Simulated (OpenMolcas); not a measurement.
# C2H3ClO (acetyl chloride): levels of theory compared

Aim: a comparison of 6 runs (HF/3-21G, HF/cc-pVDZ, B3LYP/6-31G*, BLYP/cc-pVDZ, PBE/cc-pVDZ, revPBE/cc-pVDZ) of C2H3ClO (acetyl chloride). 

The results are computed with OpenMolcas 26.06.

## 1. The structure to begin with

The species is C2H3ClO (7 atoms), meant as a singlet with charge 0. As SMILES, `CC(=O)Cl`. The coordinates come from a PBE0-D4/def2-TZVP relaxation.

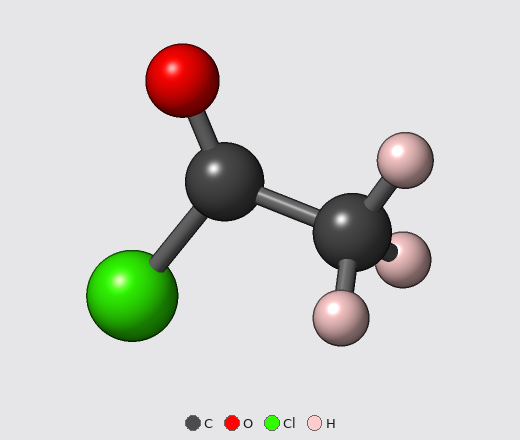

The structure, seen from a chosen angle (carbon dark grey, oxygen red, chlorine green, hydrogen pink).

## 2. Energy and forces at HF/3-21G (run 1)

coord.xyz reads:

```xyz
7

C      0.144710     0.666770     0.108700
C      0.017280    -0.815930     0.021550
O      0.681540    -1.630880     0.555040
Cl    -1.337090    -1.306820    -1.047030
H      0.973300     0.921250     0.767410
H     -0.788440     1.089970     0.484050
H      0.308710     1.075650    -0.889730
```

job.input reads:

```
&GATEWAY
 BasLib=$CurrDir
 Coord=coord.xyz
 Basis=3-21G
 Group=NoSym

&SEWARD

&SCF
 Thresholds=1e-10 1e-07 1e-07 1e-05
 PrOrbitals=1

&ALASKA
```

The basis set 3-21G is read from a file made from the Basis Set Exchange's data (not shown).

Launch:

```sh
$ export MOLCAS_MEM=1860
$ pymolcas job.input > job.log
```

The log of the run:

```text
--- Start Module: gateway ---
[...]
--- Stop Module: gateway /rc=_RC_ALL_IS_WELL_ ---
[...]
      Basis functions           46
[...]
--- Start Module: scf ---
[...]
       Convergence after  14 Iterations
[...]
::    Total SCF energy                               -608.7805695503
[...]
      Total spin, S                                     0.0000000000
[...]
      Total electronic charge=   40.000000
      Total            charge=   -0.000000
[...]
      Dipole Moment (debye):
      Origin of the operator (angstrom)=   -0.4285   -0.9035   -0.3309
                   X=  3.6712E-01               Y=  3.2759E+00               Z=  2.5970E-01           Total=  3.3066E+00
      Quadrupole Moment (debye*angstrom):
[...]
--- Stop Module: scf /rc=_RC_ALL_IS_WELL_ ---
--- Start Module: alaska ---
[...]
 *              Molecular gradients               *
 **************************************************
  Irreducible representation: a
 ------------------------------------------------------------------------------------------
                              X                       Y                       Z
 ------------------------------------------------------------------------------------------
  C1                2.85009561718086E-03   -9.61474611243318E-03    2.38916488412011E-03
  C2               -2.27919154209992E-02   -1.22193526343288E-02   -1.79668410652494E-02
  O3               -5.41235667963136E-03    8.68942957729324E-03   -4.37697499753753E-03
  CL4               2.63109973368092E-02    8.78228070163800E-03    2.07776463171534E-02
  H5                5.16093550308838E-03    1.27624437987461E-03    4.10717712471431E-03
  H6               -5.78436673411042E-03    1.58652338591336E-03    9.32149494696111E-04
  H7               -3.33389622383051E-04    1.49962070209542E-03   -5.86232175792256E-03
 ------------------------------------------------------------------------------------------
--- Stop Module: alaska /rc=_RC_ALL_IS_WELL_ ---
[...]
```

Run time: 2.3 s. Hardware: 1 thread of Arm Neoverse V1, shared host; peak memory 0.38 GiB.

## 3. Energy and gradient at HF/cc-pVDZ (run 2)

input.xyz reads:

```xyz
7

C      0.144710     0.666770     0.108700
C      0.017280    -0.815930     0.021550
O      0.681540    -1.630880     0.555040
Cl    -1.337090    -1.306820    -1.047030
H      0.973300     0.921250     0.767410
H     -0.788440     1.089970     0.484050
H      0.308710     1.075650    -0.889730
```

mol.inp reads:

```
&GATEWAY
  BasLib
  $CurrDir
  Coord
  input.xyz
  Basis
  cc-pVDZ
  Group
  NoSym

&SEWARD

&SCF
  Thresholds
  1e-10 1e-07 1e-07 1e-05
  PrOrbitals
  1 2

&ALASKA
```

The basis set cc-pVDZ is read from a file made from the Basis Set Exchange's data (not shown).

Launch:

```sh
$ export MOLCAS_MEM=1860
$ pymolcas mol.inp > mol.log
```

The log of the run:

```text
--- Start Module: gateway ---
[...]
--- Stop Module: gateway /rc=_RC_ALL_IS_WELL_ ---
[...]
      Basis functions           75
[...]
--- Start Module: scf ---
[...]
       Convergence after  14 Iterations
[...]
::    Total SCF energy                               -611.8666385064
[...]
      Total spin, S                                     0.0000000000
[...]
      Total electronic charge=   40.000000
      Total            charge=   -0.000000
[...]
      Dipole Moment (debye):
      Origin of the operator (angstrom)=   -0.4285   -0.9035   -0.3309
                   X=  4.8180E-02               Y=  3.0485E+00               Z=  9.4459E-03           Total=  3.0489E+00
      Quadrupole Moment (debye*angstrom):
[...]
--- Stop Module: scf /rc=_RC_ALL_IS_WELL_ ---
[...]
--- Start Module: alaska ---
[...]
 *              Molecular gradients               *
 **************************************************
  Irreducible representation: a
 ------------------------------------------------------------------------------------------
                              X                       Y                       Z
 ------------------------------------------------------------------------------------------
  C1               -2.43113131429107E-04   -6.89385475162219E-03   -9.07403351599889E-05
  C2               -1.53524591688128E-02    2.32647441022813E-02   -1.23746159560323E-02
  O3                1.77349583537918E-02   -2.04309826897298E-02    1.42184807255017E-02
  CL4              -1.16237243214101E-03    1.52624199025819E-03   -9.22927421006747E-04
  H5                6.36679824268516E-04    7.97439671608391E-04    5.03003795977008E-04
  H6               -1.08925654573389E-03    8.71659008108150E-04   -3.24282352289318E-04
  H7               -5.24436899893788E-04    8.64752669262447E-04   -1.00891845699147E-03
 ------------------------------------------------------------------------------------------
--- Stop Module: alaska /rc=_RC_ALL_IS_WELL_ ---
[...]
```

It took 6 s on 1 thread of Arm Neoverse V1, shared host; peak memory 0.43 GiB.

Runs 3 to 5 aren't shown in full; the table further down has their settings and results.

## 4. Energy and gradient at revPBE/cc-pVDZ (run 6)

mol.inp reads:

```
* C2H3ClO Kohn-Sham DFT
>>> EXPORT MOLCAS_PRINT=2
&GATEWAY
BasLib=$CurrDir
BasisSet
C.cc-pVDZ....
C1 0.144710 0.666770 0.108700 angstrom
C2 0.017280 -0.815930 0.021550 angstrom
End of Basis
BasisSet
O.cc-pVDZ....
O3 0.681540 -1.630880 0.555040 angstrom
End of Basis
BasisSet
Cl.cc-pVDZ....
Cl4 -1.337090 -1.306820 -1.047030 angstrom
End of Basis
BasisSet
H.cc-pVDZ....
H5 0.973300 0.921250 0.767410 angstrom
H6 -0.788440 1.089970 0.484050 angstrom
H7 0.308710 1.075650 -0.889730 angstrom
End of Basis
&SEWARD
GridInput
Grid=UltraFine
End of Grid
&SCF
KSDFT=revPBE
Thresholds=1e-10 1e-07 1e-07 1e-05
PrOrbitals=1 1
&ALASKA
```

The basis set cc-pVDZ is read from a file made from the Basis Set Exchange's data (not shown).

Launch:

```sh
$ export MOLCAS_MEM=1860
$ pymolcas mol.inp > mol.log
```

The log of the run:

```text
--- Start Module: gateway ---
[...]
--- Stop Module: gateway /rc=_RC_ALL_IS_WELL_ ---
[...]
      Basis functions           75
[...]
--- Start Module: scf ---
[...]
       Convergence after  17 Iterations
[...]
::    Total KS-DFT energy                            -613.3382255081
[...]
      Total spin, S                                     0.0000000000
[...]
      Total electronic charge=   40.000000
      Total            charge=   -0.000000
[...]
      Dipole Moment (debye):
      Origin of the operator (angstrom)=   -0.4285   -0.9035   -0.3309
                   X=  2.3867E-01               Y=  2.5426E+00               Z=  1.6443E-01           Total=  2.5590E+00
      Quadrupole Moment (debye*angstrom):
[...]
--- Stop Module: scf /rc=_RC_ALL_IS_WELL_ ---
[...]
--- Start Module: alaska ---
[...]
 *              Molecular gradients               *
 **************************************************
  Irreducible representation: a
 ------------------------------------------------------------------------------------------
                              X                       Y                       Z
 ------------------------------------------------------------------------------------------
  C1               -1.35298727222066E-04   -7.15872625627334E-04   -1.00006360173044E-04
  C2                1.06646313585963E-02   -2.08427734257750E-02    8.63117409288838E-03
  O3               -2.51276656354289E-02    2.97206953194902E-02   -2.01815210401133E-02
  CL4               1.55424544866651E-02    5.20384927897677E-03    1.22738488370473E-02
  H5               -8.40675138009983E-03   -3.15609749691492E-03   -6.66817274004172E-03
  H6                9.09967512082988E-03   -5.17677934891081E-03   -3.70031280174232E-03
  H7               -1.63704522333963E-03   -5.03302170125508E-03    9.74499001216422E-03
 ------------------------------------------------------------------------------------------
--- Stop Module: alaska /rc=_RC_ALL_IS_WELL_ ---
[...]
```

It took 32 s on 1 thread of Arm Neoverse V1, shared host; peak memory 0.43 GiB.

## 5. Overview of the runs

| run | level | integration grid | energy (Eh) | dipole moment (D) | HOMO energy (eV) | LUMO energy (eV) | wall time |
| --- | --- | --- | --- | --- | --- | --- | --- |
| 1 | HF/3-21G | – | -608.780570 | 3.31 | -12.14 | 3.60 | 2.3 s |
| 2 | HF/cc-pVDZ | – | -611.866639 | 3.05 | -12.24 | 3.68 | 6 s |
| 3 | B3LYP/6-31G* (spherical functions) | UltraFine | -613.438725 | 2.77 | -8.09 | -0.98 | 22 s |
| 4 | BLYP/cc-pVDZ | UltraFine | -613.408183 | 2.51 | -6.61 | -1.67 | 31 s |
| 5 | PBE/cc-pVDZ | UltraFine | -613.096044 | 2.57 | -6.79 | -1.85 | 31 s |
| 6 | revPBE/cc-pVDZ | UltraFine | -613.338226 | 2.56 | -6.74 | -1.78 | 32 s |

## 6. Summary of results

```
                       quantity          value
            run 6: total energy  -613.33823 Eh
           run 6: dipole moment         2.56 D
             run 6: HOMO energy       -6.74 eV
             run 6: LUMO energy       -1.78 eV
           run 6: HOMO–LUMO gap        4.96 eV
run 6: largest force on an atom     2.254 eV/Å
```

In words: The dipole moment (its size) runs from 2.51 D (BLYP/cc-pVDZ) to 3.31 D (HF/3-21G). The two ends differ in method and basis. The HOMO–LUMO gap runs from 4.94 eV (PBE/cc-pVDZ) to 15.92 eV (HF/cc-pVDZ). Exact exchange widens orbital gaps. Totals of different functionals can't be ranked against each other. All runs together took 2.1 min, the longest 32 s.
